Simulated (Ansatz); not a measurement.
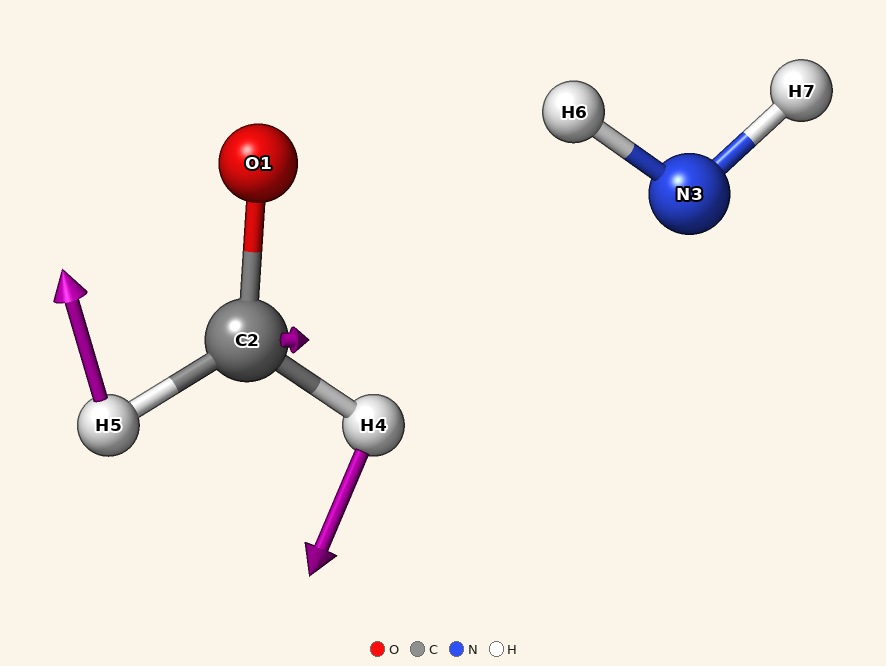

The arrows show one normal mode. Charge 0, doublet. Harmonic vibrations computed with UKS PBE0-D4/def2-TZVP (Ansatz 0.2.0) at a stationary point of the same level.

**What kind of motion is it?**

Mostly H–C–O bending.

**At what wavenumber does it lie?**

1275 cm⁻¹; it is mode 8 of 15 counted from the lowest.
